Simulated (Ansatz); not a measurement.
## Electronic structure of C$_{3}$H$_{7}$ClOSi (SMILES CC(=O)[SiH](C)Cl) in real space

| atom | x (Å) | y (Å) | z (Å) |
| --- | --- | --- | --- |
| C | -1.7003 | 1.1776 | 0.8233 |
| C | -0.9613 | -0.1085 | 0.5843 |
| O | -1.0968 | -1.1360 | 1.2917 |
| Si | 0.3063 | -0.3413 | -0.9028 |
| C | 1.9581 | -1.0133 | -0.2291 |
| Cl | 0.6537 | 1.5780 | -1.9597 |
| H | -2.3281 | 1.1040 | 1.7252 |
| H | -0.9872 | 2.0173 | 0.9203 |
| H | -2.3324 | 1.4165 | -0.0535 |
| H | -0.3250 | -1.2694 | -1.9176 |
| H | 1.7386 | -1.8873 | 0.4077 |
| H | 2.6222 | -1.3217 | -1.0515 |
| H | 2.4724 | -0.2506 | 0.3766 |

The calculation used RKS PBE/6-31G in Ansatz 0.2.0.

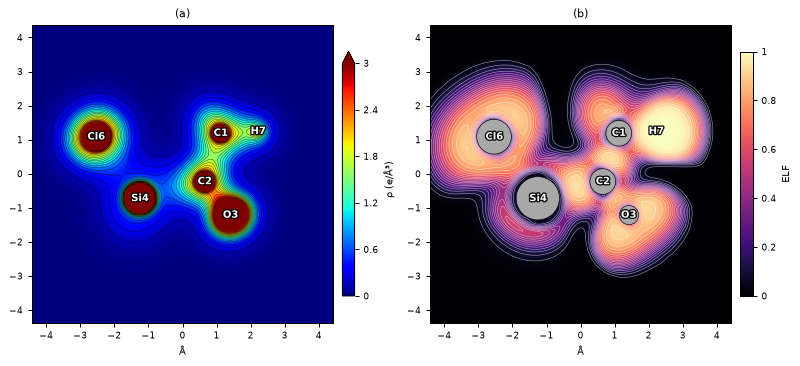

Figure 1. (a) total electron density; (b) ELF on the plane of atoms C2, Si4 and Cl6. Grey discs cover the atomic cores in the ELF map.

Interpret the plot.

Answer. Atoms in the plane: C, O, Si, Cl and H.
C–O (1.25 Å): the density is about 2.7 e/Å³ at the midpoint; the ELF peaks at about 0.85 between the atoms (a polar covalent bond).
C–C (1.50 Å): ρ is about 1.6 e/Å³ halfway; the ELF peaks at about 0.95 between the atoms (localised, covalent bonding).
Si–Cl (2.22 Å): the density is about 0.56 e/Å³ at the midpoint, with its minimum of 0.45 e/Å³ about 0.8 Å from Si; the ELF peaks at about 0.80 between the atoms, as expected for a shared but strongly polarised pair.
C–H (1.10 Å): the density is about 1.8 e/Å³ at the midpoint; the ELF climbs to about 1 towards the hydrogen, as it does in any bond to H (an ordinary covalent bond to hydrogen).
C–Si (1.97 Å): ρ is about 0.75 e/Å³ halfway; the ELF peaks at about 0.95 between the atoms; localised, covalent bonding.
The ELF also peaks beside O3 and Cl6, away from the bonds: lone-pair regions.

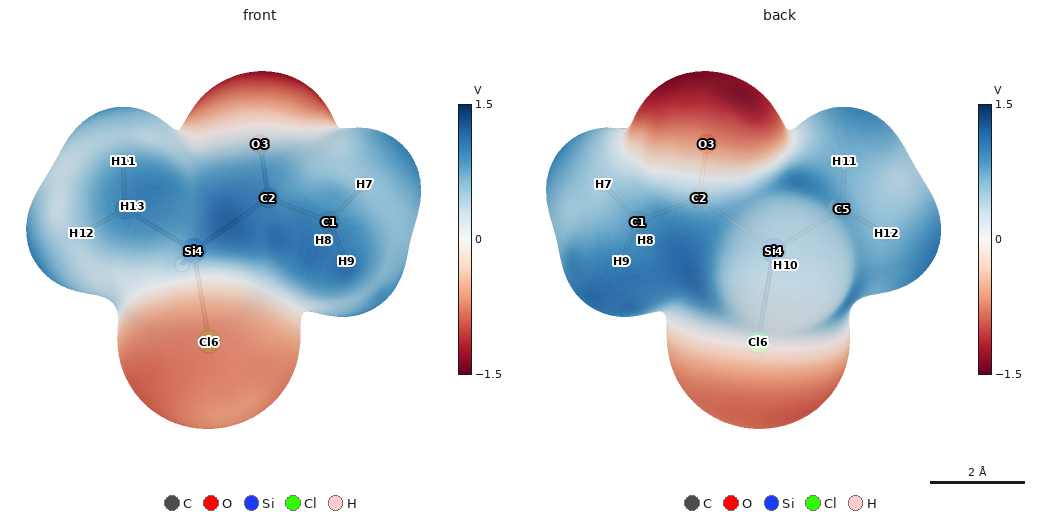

Figure 2. The electrostatic potential painted on the density surface at 0.002 e/bohr³, seen from the front and from behind; the colour scale runs from red (negative) to blue (positive).

Which sites attract a positive test charge, and which a negative one?

Answer. A positive charge is drawn to the negative regions and a negative charge to the positive ones. The most negative region (about −1.4 V, or −32 kcal/mol for a unit charge) lies over O3, the most positive (about +1.2 V, or +28 kcal/mol for a unit charge) over Si4 and H9. O3 is the likeliest acceptor of a hydrogen bond.

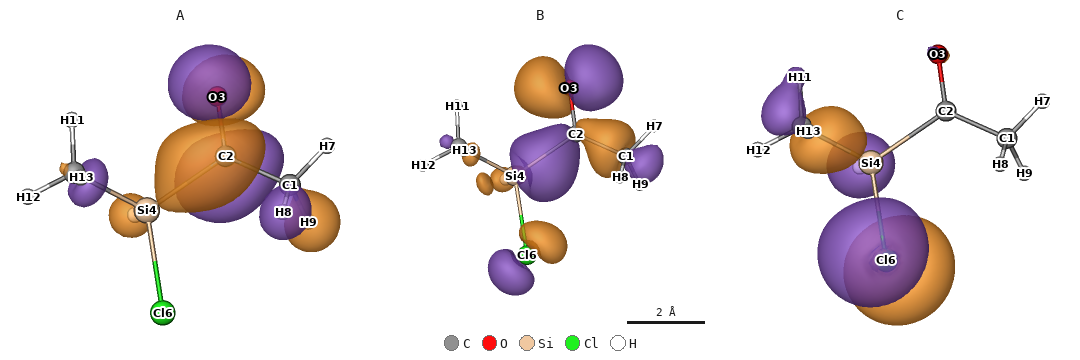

Figure 3. Three frontier orbitals at ±0.1 Å⁻³ᐟ² (orange and purple are the two phases), in no order.

Which picture is the HOMO−1, the HOMO and the LUMO?

Answer. C is the HOMO−1 (−7.21 eV). It lies mainly on Cl6 (about 80 %) and C5 (about 5 %); largely a lone pair of Cl6. B is the HOMO (−5.71 eV). It lies mainly on O3 (about 55 %), C2 (about 15 %), Si4 (about 10 %), C1 (about 10 %) and Cl6 (about 5 %). A is the LUMO (−2.65 eV). By Hirshfeld shares it lies mainly on C2 (about 40 %) and O3 (about 35 %); π-antibonding (π*) across C2–O3.

What is the HOMO–LUMO gap?

Answer. 3.06 eV between the orbital energies.
